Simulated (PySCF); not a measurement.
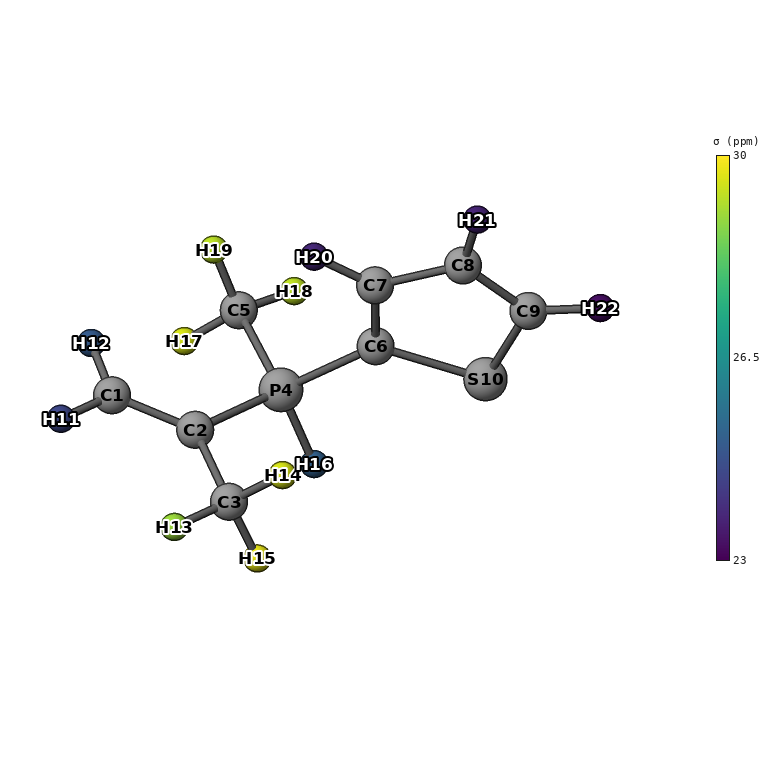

Atoms are coloured by their isotropic NMR shieldings (H only, the others grey). State: charge +1, singlet. The geometry was computed by an optimisation with GFN2-xTB. No frequency run is at hand to confirm it as a minimum. Method: GIAO PBE0/pcSseg-1 NMR shielding, non-relativistic, gas phase (PySCF 2.14.0).

Question: Which H atom is the most shielded (lowest chemical shift)?

Answer: H15 (29.73 ppm).

Question: Which H atom is the least shielded (highest chemical shift)?

Answer: H22 (23.28 ppm).

Question: How wide is the range of H shifts?

Answer: 6.45 ppm.

Give the isotropic NMR shieldings of the H atoms atom by atom.

| atom | σ (ppm) |
| --- | --- |
| H11 | 24.52 |
| H12 | 25.02 |
| H13 | 28.96 |
| H14 | 29.56 |
| H15 | 29.73 |
| H16 | 25.19 |
| H17 | 29.54 |
| H18 | 29.30 |
| H19 | 29.29 |
| H20 | 23.81 |
| H21 | 23.71 |
| H22 | 23.28 |

The geometry is semi-empirical. Around P such bond lengths and angles can be off by a tenth of an ångström or more and by several degrees, and values that hang on the shape move with them.
